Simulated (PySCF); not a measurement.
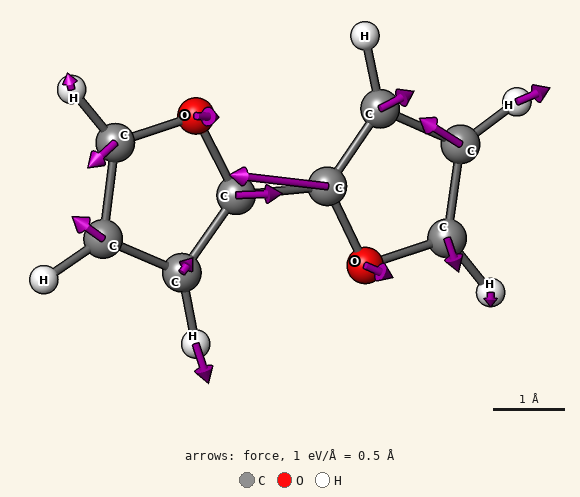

Starting geometry of C$_{8}$H$_{6}$O$_{2}$ with the computed forces as purple arrows. The picture is a ball-and-stick view, seen at a tilt.

The start comes from GFN2-xTB. Its atoms were then displaced at random by about 0.01 Å.

Method: PySCF, PBE0-D3(BJ)/def2-SVP geometry optimisation, gas phase. 

> Is this structure relaxed? If not, where do the atoms go?

It isn't relaxed: the largest force vector, on a C atom, is 3.26 eV/Å. The final displacements follow the starting forces only in part (cosine between the two patterns 0.59). The atom that moves furthest after the best rigid fit is an H atom (0.055 Å). By element the largest moves are H 0.055 Å, C 0.040 Å, O 0.024 Å. Near-neighbour distances that change, for instance: C–C 1.473 → 1.438 Å, C–C 1.397 → 1.427 Å, C–H 1.059 → 1.088 Å, C–O 1.325 → 1.352 Å. Among the angles between lasting bonds that change: C–C–H 129.9° → 126.5°, C–C–H 130.3° → 133.5°, O–C–C 113.1° → 110.1°. Over 6 geometry steps the energy falls by 4.40 kcal/mol.
